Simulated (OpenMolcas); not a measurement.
```
&GATEWAY
Basis set
Cu.ANO-RCC-VDZP.
Cu1 0.0 0.0 0.0 Angstrom
End of basis
Basis set
F.ANO-RCC-VDZP.
L1 2.120000 0.000000 0.000000 Angstrom
L2 0.000000 2.120000 0.000000 Angstrom
L3 0.000000 0.000000 2.120000 Angstrom
End of basis
Basis set
Li.EMB-AIMP.Seijo.0s.0s.ECP.LiF.
PseudoCharge
* 67 symmetry-unique lattice sites within 7.6 angstrom
End of basis
Basis set
F.EMB-AIMP.Seijo.0s.0s.ECP.LiF.
PseudoCharge
* 55 symmetry-unique lattice sites within 7.6 angstrom
End of basis
Symmetry
XYZ
AngMom=0.0 0.0 0.0
AMFI
RICD
XField
973 Angstrom 0
* Evjen-weighted lattice charges
&SEWARD
&RASSCF
FileOrb=start.orb
Symmetry=1
Spin=2
nActEl=9 0 0
Inactive=18 21
Ras2=5 0
CIRoot=5 5 1
SDav=5
CIMx=300
Iter=150 100
PrWF=0.3
OrbListing=Nothing
MaxOrb=0
LevShft=1.0
>>> COPY $Project.JobIph JOB001
&RASSI
NrOfJobIphs=1 5
1 2 3 4 5
IphNames
JOB001
EJob
SpinOrbit
DIPRint=1.0
SOCoupling=1000.0
Subsets=2
Property=9
'ANGMOM' 1 'ANGMOM' 2 'ANGMOM' 3 'MLTPL  1' 1 'MLTPL  1' 2 'MLTPL  1' 3
'AMFI' 1 'AMFI' 2 'AMFI' 3
SOProperty=3
'ANGMOM' 1 'ANGMOM' 2 'ANGMOM' 3
```

Run as:
```bash
OMP_NUM_THREADS=1 MOLCAS_MEM=2457 MOLCAS_PROJECT=a pymolcas a.inp > a.log  # once for each step of the input, in one work folder
```

The calculation used state-averaged CASSCF, active space 9 electrons in the shell 3d, basis ANO-RCC-VDZP on all atoms, DKH2 scalar Hamiltonian, spin-orbit coupling by RASSI with atomic mean-field integrals (OpenMolcas). Powder susceptibility by Van Vleck's formula.

Cu²⁺ (3d⁹) as a dopant in LiF, a cluster with its 6 nearest F⁻ at 2.120 Å (octahedron) embedded in model potentials and point charges; the geometry was set, not optimised. The cluster and the levels that result:

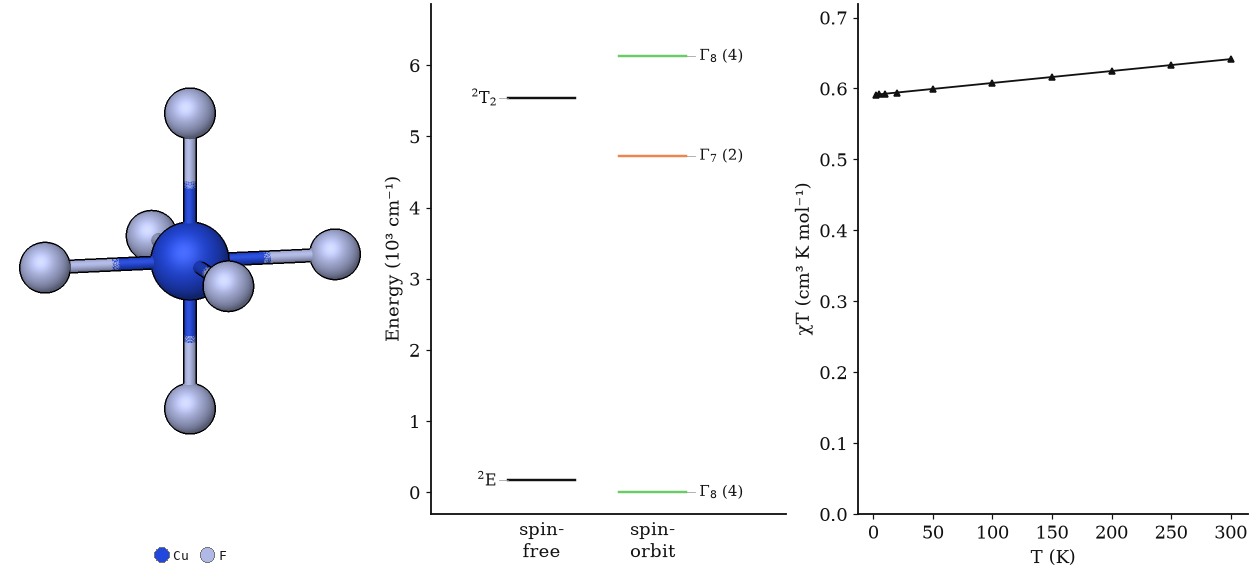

Labels give the representation in O, Td, D4 or D3 as the site allows (double group for half-integer spin) where it could be assigned and, in brackets, the degeneracy; spin-free states, where drawn, share the zero of the spin-orbit levels.

The ground level is Γ₈, 4-fold degenerate, 100 % from states of spin multiplicity 2. The next level lies at 4,720 cm⁻¹ (Γ₇). The lowest spin-free state is ²E, from the free-ion D term; of the same spin there follows at 5,370 cm⁻¹ (²T₂) above it. A ligand-field fit to the spin-free states gives |10Dq| = 5,370 cm⁻¹. χT is 0.591 cm³ K mol⁻¹ at 2 K and 0.641 at 300 K, an effective moment of 2.27 μB. The active orbitals hold 95 to 99 % metal character (Löwdin), and the Mulliken charge of the metal is +1.21.

Limits of the model: orbital doublet at a regular site, Jahn-Teller distortion not allowed for; the geometry is set by hand, with no relaxation and no charge compensation.
